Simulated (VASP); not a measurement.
# Li2CoCl4: structure and properties in VASP, part 3 of 5

What structure and properties does r2SCAN give Li2CoCl4, and how near are they to the measured ones? The start is a computed cell from the Materials Project.

VASP 6.6.1, plane waves and PAW; the level of theory is named at each step.

Still holding for the runs below: The cell holds one magnetic atom, so no antiferromagnetic order fits into it. Experiment finds antiferromagnetic order in this phase (below 6.8 K, arxiv:2307.06899), so this ferromagnetic run describes another state.

So far, gap on the k-mesh (eV): step 2 (relaxing cell and atoms (r2SCAN)) 0.883; step 3 (second relaxation) 0.884. The relaxed cell has a, b, c = 7.156, 10.381, 3.516 Å (conventional setting).

## 4. Density, ELF and potential (r2SCAN)

Level of this step: r2SCAN, spin-polarised from a ferromagnetic start (one magnetic atom a cell); plane waves and PAW (Li_sv, Co, Cl) (VASP).

A single point on the relaxed cell gives a clean self-consistent state, with density, ELF and potential written out.

INCAR reads:

```
SYSTEM = Li2CoCl4
PREC = Accurate
ENCUT = 650
EDIFF = 1E-06
NELM = 100
ISMEAR = 0
SIGMA = 0.05
LREAL = .FALSE.
ALGO = Normal
METAGGA = R2SCAN
LASPH = .TRUE.
NBANDS = 34
ISPIN = 2
MAGMOM = 0 0 2 0 0 0 0
LMAXMIX = 4
LORBIT = 11
LWAVE = .FALSE.
LCHARG = .TRUE.
ISIF = 2
LELF = .TRUE.
LVHAR = .TRUE.
```

POSCAR reads:

```
Li2CoCl4
1.0
    3.5778772720     -5.1907091362      0.0000000000
    3.5778772720      5.1907091362      0.0000000000
    0.0000000000      0.0000000000      3.5161483681
Li Co Cl
2 1 4
Direct
    0.5000000000      0.0000000000      0.5000000000
    0.0000000000      0.5000000000      0.5000000000
    0.0000000000      0.0000000000      0.0000000000
    0.7669242620      0.7669242620      0.5000000000
    0.7610210535      0.2389789465      0.0000000000
    0.2330757380      0.2330757380      0.5000000000
    0.2389789465      0.7610210535      0.0000000000
```

KPOINTS reads:

```
Automatic mesh
0
Gamma
4 4 6
0 0 0
```

The projector-augmented-wave data sets are Li_sv, Co and Cl (PBE family, release 64).

Command:

```bash
> mpirun -np 4 vasp_std
```

The program printed:

```text
[banner, memory and clock lines left out]
running    4 mpi-ranks, on    1 nodes
 distrk:  each k-point on    4 cores,    1 groups
 distr:  one band on    1 cores,    4 groups

 POSCAR found type information on POSCAR LiCoCl
 POSCAR found :  3 types and       7 ions
 [... a notice as in an earlier step ...]

 LDA part: xc-table for (None), standard interpolation
|                                                                             |
|           W    W    AA    RRRRR   N    N  II  N    N   GGGG   !!!           |
|           W    W   A  A   R    R  NN   N  II  NN   N  G    G  !!!           |
|           W    W  A    A  R    R  N N  N  II  N N  N  G       !!!           |
|           W WW W  AAAAAA  RRRRR   N  N N  II  N  N N  G  GGG   !            |
|           WW  WW  A    A  R   R   N   NN  II  N   NN  G    G                |
|           W    W  A    A  R    R  N    N  II  N    N   GGGG   !!!           |
|                                                                             |
|     The number of bands has been changed from the values supplied in        |
|     The orbitals not found in the WAVECAR file will be initialized with     |
|     random numbers, which is usually adequate. For correlated               |
|     calculations, however, you should redo the groundstate calculation.     |
|     I found NBANDS = 34. Now, NBANDS = 36.                                  |
|                                                                             |

 POSCAR, INCAR and KPOINTS ok, starting setup
 FFT: planning ... GRIDC
 FFT: planning ... GRID_SOFT
 FFT: planning ... GRID
 WAVECAR not read
 entering main loop
       N       E                     dE             d eps       ncg     rms          rms(c)
DAV:   1     0.371592586724E+03    0.37159E+03   -0.20399E+04  4032   0.138E+03
DAV:   2    -0.858023048141E+01   -0.38017E+03   -0.35130E+03  4312   0.324E+02
DAV:   3    -0.578707861362E+02   -0.49291E+02   -0.48473E+02  5120   0.120E+02
DAV:   4    -0.634011068066E+02   -0.55303E+01   -0.54847E+01  7376   0.278E+01
DAV:   5    -0.635954572861E+02   -0.19435E+00   -0.19409E+00  5652   0.530E+00    0.157E+01
DAV:   6    -0.543106048759E+02    0.92849E+01   -0.35106E+01  5268   0.538E+01    0.242E+01
DAV:   7    -0.529888715019E+02    0.13217E+01   -0.67148E+00  5080   0.471E+01    0.889E+00
DAV:   8    -0.531693647077E+02   -0.18049E+00   -0.15354E+00  5548   0.774E+00    0.447E+00
DAV:   9    -0.533609831399E+02   -0.19162E+00   -0.13689E+00  5852   0.727E+00    0.224E+00
DAV:  10    -0.533739259650E+02   -0.12943E-01   -0.10803E-01  5896   0.247E+00    0.123E+00
DAV:  11    -0.533683947928E+02    0.55312E-02   -0.16363E-02  5920   0.197E+00    0.474E-01
DAV:  12    -0.533710417269E+02   -0.26469E-02   -0.85192E-03  6308   0.945E-01    0.235E-01
DAV:  13    -0.533713844353E+02   -0.34271E-03   -0.13411E-03  5656   0.280E-01    0.162E-01
DAV:  14    -0.533712826885E+02    0.10175E-03   -0.42781E-04  5844   0.312E-01    0.647E-02
DAV:  15    -0.533712551259E+02    0.27563E-04   -0.19503E-04  6324   0.100E-01    0.351E-02
DAV:  16    -0.533712645337E+02   -0.94078E-05   -0.24756E-05  5772   0.429E-02    0.184E-02
DAV:  17    -0.533712661409E+02   -0.16071E-05   -0.63300E-06  5012   0.209E-02    0.617E-03
DAV:  18    -0.533712636897E+02    0.24511E-05   -0.12199E-06  4212   0.918E-03    0.359E-03
DAV:  19    -0.533712638675E+02   -0.17778E-06   -0.30924E-07  2748   0.470E-03
   1 F= -.53371264E+02 E0= -.53371264E+02  d E =-.145885E-27  mag=     3.0000
```

Elapsed: 4.3 min, on 4 MPI ranks of Intel Xeon 6975P-C (Granite Rapids), shared host; peak memory 1.1 GiB.

Parts of OUTCAR (step 4):

```text
The static configuration has the point symmetry D_2h.

 Found     28 irreducible k-points:

   k-points           NKPTS =     28   k-points in BZ     NKDIM =     28   number of bands    NBANDS=     36

   NELECT =      43.0000    total number of electrons

 E-fermi :   2.4048

 spin component 1
 k-point     1 :       0.0000    0.0000    0.0000
  band No.  band energies     occupation
    ...
     19       0.4580      1.00000
     20       0.6089      1.00000
     21       0.7806      1.00000
     22       1.3151      1.00000
     23       1.5447      1.00000
     24       6.9659      0.00000
     25       8.3449      0.00000
     26       8.4584      0.00000
     27       8.8203      0.00000
     28       9.9698      0.00000
    ...

 spin component 2
 k-point     1 :       0.0000    0.0000    0.0000
  band No.  band energies     occupation
    ...
     16       0.4505      1.00000
     17       0.4935      1.00000
     18       0.5608      1.00000
     19       1.8388      1.00000
     20       1.9135      1.00000
     21       2.9252      0.00000
     22       4.0001      0.00000
     23       5.6220      0.00000
     24       7.3906      0.00000
     25       8.4875      0.00000
    ...

 k-point     3 :       0.5000    0.0000    0.0000
  band No.  band energies     occupation
    ...
     16       0.0318      1.00000
     17       0.4177      1.00000
     18       0.4628      1.00000
     19       1.8253      1.00000
     20       1.9438      1.00000
     21       2.9792      0.00000
     22       3.9690      0.00000
     23       5.5268      0.00000
     24       8.7928      0.00000
     25       8.7968      0.00000
    ...

 k-point     5 :       0.5000    0.2500    0.0000
  band No.  band energies     occupation
    ...
     16      -0.0321      1.00000
     17       0.1672      1.00000
     18       0.4592      1.00000
     19       1.8204      1.00000
     20       1.9934      1.00000
     21       2.9505      0.00000
     22       3.9813      0.00000
     23       5.4080      0.00000
     24       8.8912      0.00000
     25       9.4140      0.00000
    ...

  Total        0.0225981      0.0625423     -0.0067327     -0.0000000      0.0000000      0.0000000
  in kB        0.2772254      0.7672470     -0.0825946     -0.0000000      0.0000000      0.0000000
  external PRESSURE =       0.3206260 kB  Pullay stress =       0.0000000 kB

 POSITION                                       TOTAL-FORCE (eV/Angst)
 -----------------------------------------------------------------------------------
      1.78894     -2.59535      1.75807         0.000000     -0.000000      0.000000
      1.78894      2.59535      1.75807         0.000000     -0.000000      0.000000
      0.00000      0.00000      0.00000         0.000000      0.000000      0.000000
      5.48792      0.00000      1.75807         0.006288      0.000000      0.000000
      3.57788     -2.70977      0.00000         0.000000     -0.005727      0.000000
      1.66783      0.00000      1.75807        -0.006288      0.000000      0.000000
      3.57788      2.70977      0.00000         0.000000      0.005727     -0.000000
 -----------------------------------------------------------------------------------
    total drift:                               -0.000000     -0.000000      0.000000

  FREE ENERGIE OF THE ION-ELECTRON SYSTEM (eV)
  ---------------------------------------------------
  free  energy   TOTEN  =       -53.3712638675 eV

  energy  without entropy=      -53.3712638675  energy(sigma->0) =      -53.37126387

[... 16 parts as in an earlier step ...]

[... 2 further parts left out ...]
```

With spin, VASP writes an ELF for each channel.

Numbers from this step:

* SCF cycles: 19
* bands: 36
* Fermi energy: 2.405 eV
* pressure: 0.03206 GPa

Valence electrons inside each PAW sphere by angular momentum. Sphere charges, by row:

```
atom  s (e)  p (e)  d (e)  tot (e)
 Li1  2.005   0.01      0    2.015
 Li2  2.005   0.01      0    2.015
 Co3  0.287  0.326  7.064    7.677
 Cl4  1.605  3.577      0    5.183
 Cl5  1.599  3.615      0    5.215
 Cl6  1.605  3.577      0    5.183
 Cl7  1.599  3.615      0    5.215
```

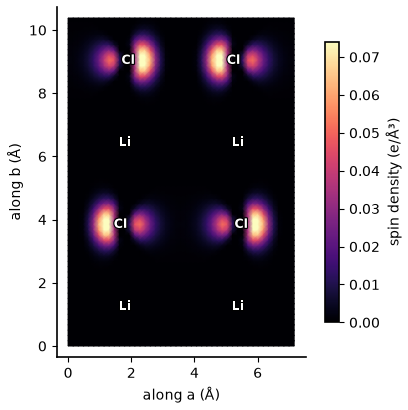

Spin density in the ab plane of the conventional cell at fractional z = 0.500, with atoms of Li and Cl within 0.2 Å of it. The map starts off the cell's origin, so that atoms lie inside it.

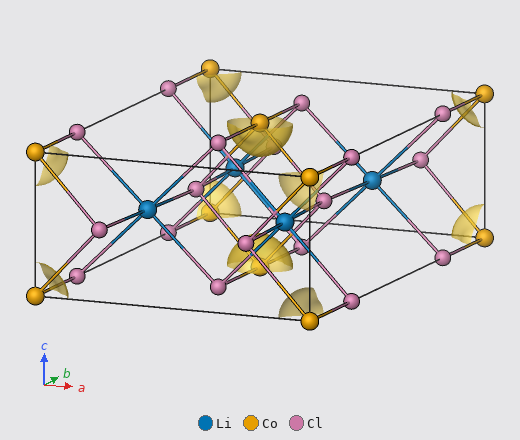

Surface of spin density = 0.41 e/Å³, which holds about 70 % of the integral of its size.

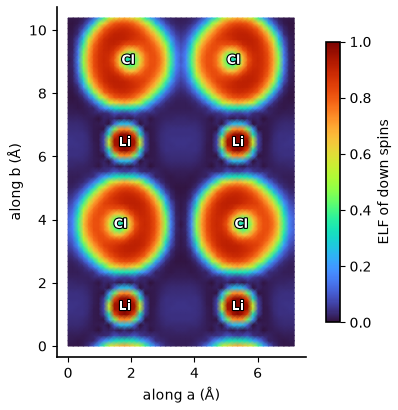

ELF of down spins in the ab plane of the conventional cell at fractional z = 0.500, with atoms of Li and Cl within 0.2 Å of it. It is the smooth field of the valence electrons, not physical close to the nuclei. The map starts off the cell's origin, so that atoms lie inside it.

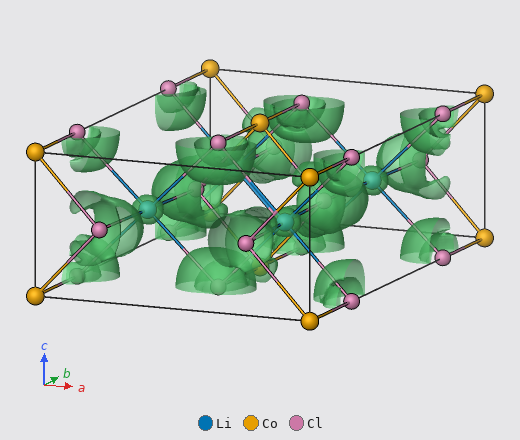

Surface of ELF of down spins = 0.85.

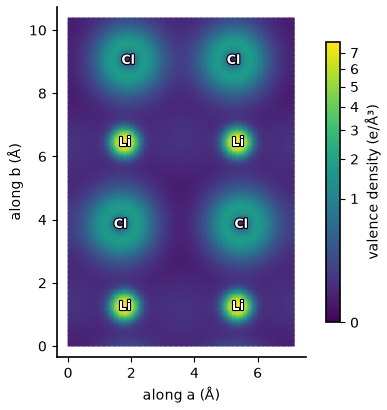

Valence density in the ab plane of the conventional cell at fractional z = 0.500, with atoms of Li and Cl within 0.2 Å of it. It is the smooth field of the valence electrons, not physical close to the nuclei. The map starts off the cell's origin, so that atoms lie inside it. The colour scale is stretched toward low values.

In this run the pressure is 0.03 GPa, small enough to go on.

## 5. Band structure (r2SCAN)

This step: r2SCAN, spin-polarised from a ferromagnetic start; plane waves and PAW (Li_sv, Co, Cl) (VASP 6.6.1).

Levels along the symmetry lines show where the bands peak and cross; KPOINTS_OPT computes them in the converged potential.

INCAR reads:

```
SYSTEM = Li2CoCl4
PREC = Accurate
ENCUT = 650
EDIFF = 1E-06
NELM = 100
ISMEAR = 0
SIGMA = 0.05
LREAL = .FALSE.
ALGO = Normal
METAGGA = R2SCAN
LASPH = .TRUE.
NBANDS = 45
ISPIN = 2
MAGMOM = -0 -0 2.613 0.116 0.034 0.116 0.034
LMAXMIX = 4
LORBIT = 11
LWAVE = .FALSE.
LCHARG = .FALSE.
KPAR = 4
```

POSCAR is that of step 4.

KPOINTS is that of step 4.

KPOINTS_OPT reads:

```
Line mode
12
Line-mode
Reciprocal
  0.00000000   0.00000000   0.00000000 GAMMA
  0.36877841   0.36877841   0.00000000 X

  0.36877841   0.36877841   0.00000000 X
  0.00000000   0.50000000   0.00000000 S

  0.00000000   0.50000000   0.00000000 S
  0.00000000   0.50000000   0.50000000 R

  0.00000000   0.50000000   0.50000000 R
  0.36877841   0.36877841   0.50000000 A

  0.36877841   0.36877841   0.50000000 A
  0.00000000   0.00000000   0.50000000 Z

  0.00000000   0.00000000   0.50000000 Z
  0.00000000   0.00000000   0.00000000 GAMMA

  0.00000000   0.00000000   0.00000000 GAMMA
 -0.50000000   0.50000000   0.00000000 Y

 -0.50000000   0.50000000   0.00000000 Y
 -0.36877841   0.63122159   0.00000000 X1

 -0.36877841   0.63122159   0.00000000 X1
 -0.36877841   0.63122159   0.50000000 A1

 -0.36877841   0.63122159   0.50000000 A1
 -0.50000000   0.50000000   0.50000000 T

 -0.50000000   0.50000000   0.50000000 T
 -0.50000000   0.50000000   0.00000000 Y

  0.00000000   0.00000000   0.50000000 Z
 -0.50000000   0.50000000   0.50000000 T
```

Command:

```bash
> mpirun -np 4 vasp_std
```

The program printed:

```text
[... set-up lines as in an earlier step ...]
 entering main loop
       N       E                     dE             d eps       ncg     rms          rms(c)
DAV:   1     0.359427046215E+03    0.35943E+03   -0.19524E+04  5040   0.110E+03
DAV:   2    -0.118830985554E+02   -0.37131E+03   -0.33483E+03  5460   0.274E+02
DAV:   3    -0.588520082668E+02   -0.46969E+02   -0.45874E+02  6362   0.100E+02
DAV:   4    -0.637286300890E+02   -0.48766E+01   -0.48094E+01  9440   0.210E+01
DAV:   5    -0.638555740855E+02   -0.12694E+00   -0.12684E+00  6571   0.367E+00    0.145E+01
DAV:   6    -0.545197743982E+02    0.93358E+01   -0.25639E+01  6841   0.436E+01    0.244E+01
DAV:   7    -0.529873773261E+02    0.15324E+01   -0.53453E+00  6521   0.373E+01    0.894E+00
DAV:   8    -0.532149302202E+02   -0.22755E+00   -0.12153E+00  6512   0.569E+00    0.502E+00
DAV:   9    -0.533172361650E+02   -0.10231E+00   -0.34648E-01  6904   0.613E+00    0.231E+00
DAV:  10    -0.533612019137E+02   -0.43966E-01   -0.96973E-02  6801   0.290E+00    0.118E+00
DAV:  11    -0.533687961112E+02   -0.75942E-02   -0.12294E-02  7298   0.116E+00    0.461E-01
DAV:  12    -0.533711087185E+02   -0.23126E-02   -0.43401E-03  7598   0.612E-01    0.199E-01
DAV:  13    -0.533713516163E+02   -0.24290E-03   -0.94497E-04  7286   0.166E-01    0.127E-01
DAV:  14    -0.533712609488E+02    0.90668E-04   -0.35152E-04  6614   0.219E-01    0.631E-02
DAV:  15    -0.533712762124E+02   -0.15264E-04   -0.93866E-05  6124   0.643E-02    0.220E-02
DAV:  16    -0.533712698617E+02    0.63507E-05   -0.13787E-05  6782   0.196E-02    0.125E-02
DAV:  17    -0.533712632844E+02    0.65773E-05   -0.28660E-06  5708   0.161E-02    0.657E-03
DAV:  18    -0.533712643134E+02   -0.10290E-05   -0.78549E-07  5132   0.719E-03    0.247E-03
DAV:  19    -0.533712629769E+02    0.13365E-05   -0.26899E-07  3319   0.508E-03    0.124E-03
DAV:  20    -0.533712628164E+02    0.16052E-06   -0.85645E-08  3236   0.211E-03
   1 F= -.53371263E+02 E0= -.53371263E+02  d E =-.145755E-21  mag=     3.0000
 Start KPOINTS_OPT (optional k-point list driver)
k-point batch [1-28\144]
       N       E                     dE             ncg
DAV:   1     0.333611662175E+04   -0.11777E+05     5040
DAV:   2    -0.694325070796E+04   -0.10279E+05     5355
DAV:   3    -0.827462514777E+04   -0.13314E+04     6475
DAV:   4    -0.840183139701E+04   -0.12721E+03     8816
DAV:   5    -0.840685918487E+04   -0.50278E+01     7000
DAV:   6    -0.840697430628E+04   -0.11512E+00     7254
DAV:   7    -0.840697577496E+04   -0.14687E-02     7192
DAV:   8    -0.840697581281E+04   -0.37854E-04     7172
DAV:   9    -0.840697581333E+04   -0.52148E-06     5131
[...]
k-point batch [141-144\144]
       N       E                     dE             ncg
DAV:   1     0.333095308146E+05   -0.60988E+04      720
DAV:   2     0.318817756666E+05   -0.14278E+04      778
DAV:   3     0.317021144996E+05   -0.17966E+03      978
DAV:   4     0.316834712713E+05   -0.18643E+02     1280
DAV:   5     0.316827972073E+05   -0.67406E+00     1024
DAV:   6     0.316827795188E+05   -0.17688E-01     1096
DAV:   7     0.316827793598E+05   -0.15898E-03     1096
DAV:   8     0.316827793567E+05   -0.31442E-05     1000
DAV:   9     0.316827793566E+05   -0.50532E-07      792
```

Run time: 16 min. Hardware: 4 MPI ranks; peak memory 2.9 GiB; 63 min of CPU time.

OUTCAR, selected parts (step 5):

```text
   k-points           NKPTS =     28   k-points in BZ     NKDIM =     28   number of bands    NBANDS=     45

   NELECT =      43.0000    total number of electrons

 E-fermi :   2.3552

 spin component 1
 k-point     1 :       0.0000    0.0000    0.0000
  band No.  band energies     occupation
    ...
     19       0.4580      1.00000
     20       0.6091      1.00000
     21       0.7807      1.00000
     22       1.3151      1.00000
     23       1.5449      1.00000
     24       6.9660      0.00000
     25       8.3450      0.00000
     26       8.4585      0.00000
     27       8.8204      0.00000
     28       9.9699      0.00000
    ...

 k-point     2 :       0.2500    0.0000    0.0000
  band No.  band energies     occupation
    ...
     19       0.3820      1.00000
     20       0.5929      1.00000
     21       0.7322      1.00000
     22       1.3044      1.00000
     23       1.4360      1.00000
     24       7.4926      0.00000
     25       8.5440      0.00000
     26       9.0217      0.00000
     27       9.0684      0.00000
     28      10.3848      0.00000
    ...

  Total        0.0176266      0.0576076     -0.0112095      0.0000000      0.0000000      0.0000000
  in kB        0.2162373      0.7067096     -0.1375142      0.0000000      0.0000000      0.0000000
  external PRESSURE =       0.2618109 kB  Pullay stress =       0.0000000 kB

 POSITION                                       TOTAL-FORCE (eV/Angst)
 -----------------------------------------------------------------------------------
      1.78894     -2.59535      1.75807        -0.000000      0.000000     -0.000000
      1.78894      2.59535      1.75807         0.000000      0.000000     -0.000000
      0.00000      0.00000      0.00000         0.000000      0.000000     -0.000000
      5.48792      0.00000      1.75807         0.005906      0.000000     -0.000000
      3.57788     -2.70977      0.00000         0.000000     -0.005507     -0.000000
      1.66783      0.00000      1.75807        -0.005906      0.000000     -0.000000
      3.57788      2.70977      0.00000         0.000000      0.005507      0.000000
 -----------------------------------------------------------------------------------
    total drift:                               -0.000000     -0.000000      0.000000

  FREE ENERGIE OF THE ION-ELECTRON SYSTEM (eV)
  ---------------------------------------------------
  free  energy   TOTEN  =       -53.3712628164 eV

  energy  without entropy=      -53.3712628164  energy(sigma->0) =      -53.37126282

[... 9 parts as in an earlier step ...]

[... 13 further parts left out ...]
```

This step gave:

* SCF cycles: 20
* bands: 45
* Fermi energy: 2.355 eV
* pressure: 0.02618 GPa
* least gap on mesh and path: 0.8836 eV
* least direct gap on mesh and path: 0.8836 eV
* conduction bottom at k: -0.5, 0.5, 0
* least direct gap at k: -0.5, 0.5, 0

Spin up. Electronic bands along the path, in eV, zero at the valence-band top; v1 is the highest filled band, c1 the lowest empty one:

```
    point     v4     v3     v2     v1    c1    c2    c3    c4
        Γ  -1.42  -1.25  -0.72  -0.49  4.93  6.31  6.43  6.79
        X  -1.40  -1.35  -1.02  -0.73  6.38  7.51  7.61  8.09
        S  -1.49  -1.37  -0.73  -0.66  6.13  6.63  7.18  7.66
        R  -1.72  -1.45  -1.12  -0.71  6.16  7.47  7.60  7.67
        A  -1.53  -1.45  -0.97  -0.55  5.54  6.80  6.89  7.56
        Z  -1.77  -1.42  -1.03  -0.80  6.46  7.66  8.67  9.04
        Γ  -1.42  -1.25  -0.72  -0.49  4.93  6.31  6.43  6.79
        Y  -1.42  -1.32  -1.25  -0.73  6.30  7.75  7.97  8.21
       X1  -1.40  -1.35  -1.02  -0.73  6.38  7.51  7.61  8.09
       A1  -1.53  -1.45  -0.97  -0.55  5.54  6.80  6.89  7.56
        T  -1.44  -1.34  -0.78  -0.49  5.23  6.25  6.53  7.36
        Y  -1.42  -1.32  -1.25  -0.73  6.30  7.75  7.97  8.21
jump to Z  -1.77  -1.42  -1.03  -0.80  6.46  7.66  8.67  9.04
        T  -1.44  -1.34  -0.78  -0.49  5.23  6.25  6.53  7.36
```

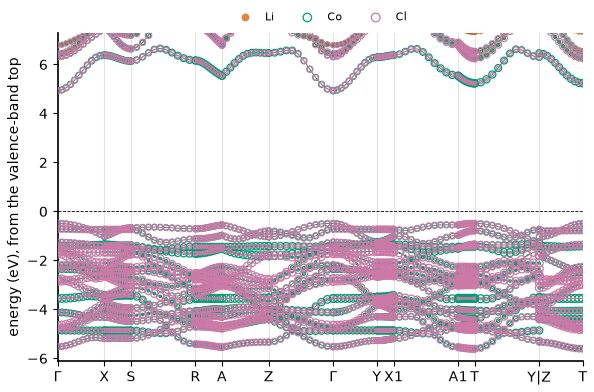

Electronic bands along the path; dots are coloured as in the legend, and their area grows with the weight.

Spin down. Electronic bands along the path, in eV, zero at the valence-band top; v1 is the highest filled band, c1 the lowest empty one:

```
    point     v4     v3     v2     v1    c1    c2    c3    c4
        Γ  -1.54  -1.47  -0.19  -0.12  0.89  1.97  3.59  5.36
        X  -2.05  -1.57  -0.22  -0.03  0.92  1.95  3.34  7.04
        S  -1.62  -1.57  -0.21  -0.09  0.95  1.94  3.49  6.76
        R  -2.45  -2.40  -0.37  -0.14  1.36  1.91  3.48  6.80
        A  -2.32  -2.09  -0.35  -0.18  1.36  1.98  3.57  6.09
        Z  -2.65  -1.73  -0.38  -0.09  1.36  2.06  3.29  7.06
        Γ  -1.54  -1.47  -0.19  -0.12  0.89  1.97  3.59  5.36
        Y  -2.04  -1.57  -0.22   0.00  0.88  1.96  3.27  6.90
       X1  -2.05  -1.57  -0.22  -0.03  0.92  1.95  3.34  7.04
       A1  -2.32  -2.09  -0.35  -0.18  1.36  1.98  3.57  6.09
        T  -2.02  -2.01  -0.31  -0.21  1.36  2.07  3.60  5.76
        Y  -2.04  -1.57  -0.22   0.00  0.88  1.96  3.27  6.90
jump to Z  -2.65  -1.73  -0.38  -0.09  1.36  2.06  3.29  7.06
        T  -2.02  -2.01  -0.31  -0.21  1.36  2.07  3.60  5.76
```

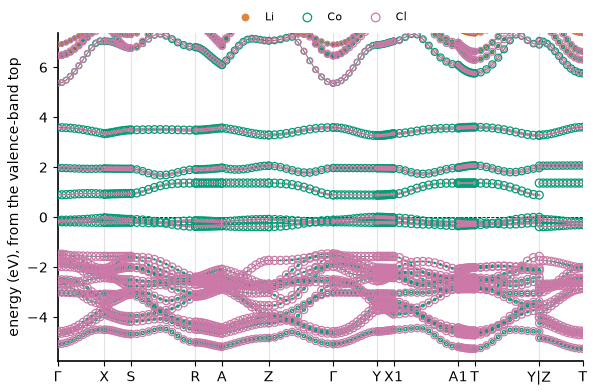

Electronic bands along the path; dots are coloured as in the legend, and their area grows with the weight.

The path finds the gap of the mesh within 0.02 eV, so the mesh comes close to both band edges.

(Part 3 of 5 ends here.)

[Lines on the potential files, build, host, timing and source positions are cut from VASP's logs without a mark.]

[Logs are printed without paths, hosts, clocks, repeated set-up lines and the standing remarks that a program may print on its own settings, such as how far it seeks lower states.]

[Hosts, paths, dates, database ids (printed as entryN), source tags and the programs' standing remarks are cut or masked in the printed files.]

[A measured line is paired with the nearest computed mode of its activity, which favours agreement.]
